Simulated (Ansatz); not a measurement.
## Computed frozen-phonon scan: TiB2 (AlB2 type, space group P6/mmm)

TiB2 (AlB2 type, space group P6/mmm)

```yaml
crystal:
  lattice:
    - [3.03199, 0.00000, 0.00000]
    - [-1.51599, 2.62578, 0.00000]
    - [0.00000, 0.00000, 3.22435]
  atoms:
    - { symbol: Ti, position: [0.00000, 0.00000, 0.00000] }
    - { symbol: B, position: [0.33333, 0.66667, 0.50000] }
    - { symbol: B, position: [0.66667, 0.33333, 0.50000] }
```

A phonon eigenvector at Γ is frozen into this cell: atom i moves by Q times the vector below, so Q is the largest atomic displacement, in Å. The cell is held. It is one choice among 2 degenerate patterns.

```csv
atom,x,y,z
Ti1,0.000,-0.452,0.000
B2,0.000,1.000,0.000
B3,0.000,1.000,0.000
```

Computed with PBE (plane waves to 420 eV, PAW, scalar-relativistic; Ansatz, an electronic-structure program). k mesh 18×18×14 (Γ-centred), Fermi-Dirac smearing 0.05 eV. The energy includes the smearing's −TS. With partly filled bands, energies and forces of such displacements shift with the k mesh and the smearing. TiB2 is run without spin polarisation. TiB2 was relaxed with its symmetry unable to fall. ΔE is measured from the undisplaced structure.

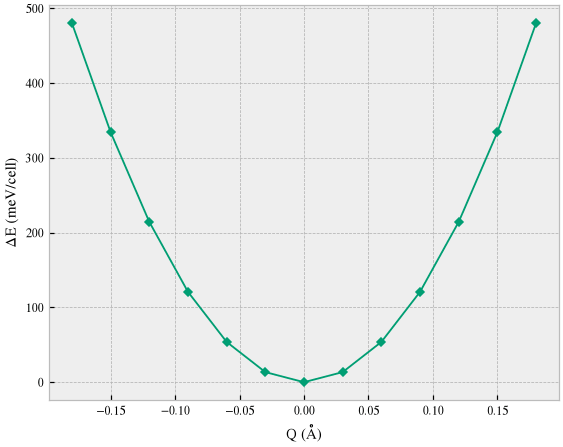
*ΔE (meV/cell) against Q (Å); computed points joined by lines.*

The energy at Q = 0.180 Å is 480 meV/cell. Symmetry of the curve: even: the same for both signs. Space group of the distorted cell: Amm2 (No. 38), lowered from P6/mmm. Shape of the curve: a single well with its minimum at or next to zero displacement. Harmonic wavenumber from the curvature (finite differences): 510 cm⁻¹.

E″ = 30.01 eV/Å², M = Σ mᵢ|uᵢ|² = 31.4 u, ν̃ = 521.5·√(|E″|/M).

(For displaced atoms, the force is minus the slope of the energy, and its curvature is a force constant, which sets phonon frequencies.)
